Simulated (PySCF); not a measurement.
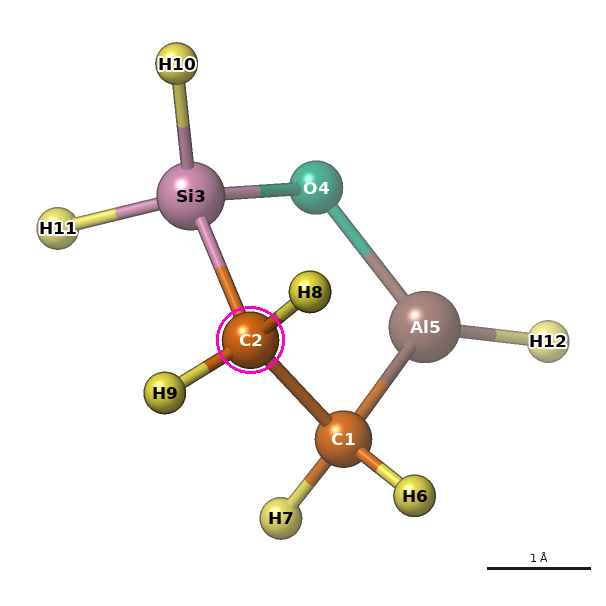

Orthographic view. Atoms fade into the background with distance from the viewer. Computed geometry: PBE0-D3(BJ)/def2-SVP optimisation. No frequency run is at hand to confirm it as a minimum.

Question: Which atoms are bonded to the circled atom?

Answer: The circled atom is C2; it is bonded to C1, Si3, H8, H9.

Question: Which atom is farthest from the viewer?

Answer: H12, 2.2 Å behind the mean position.

Question: What is the shortest path along bonds from the circled atom to H12?

Answer: C2–C1–Al5–H12, 3 bonds; through space the two are 4.36 Å apart.

Question: Of Si3 and O4, which is nearer the viewer?

Answer: Si3; the bond to O4 points away from the viewer, so it looks shorter than its 1.67 Å.
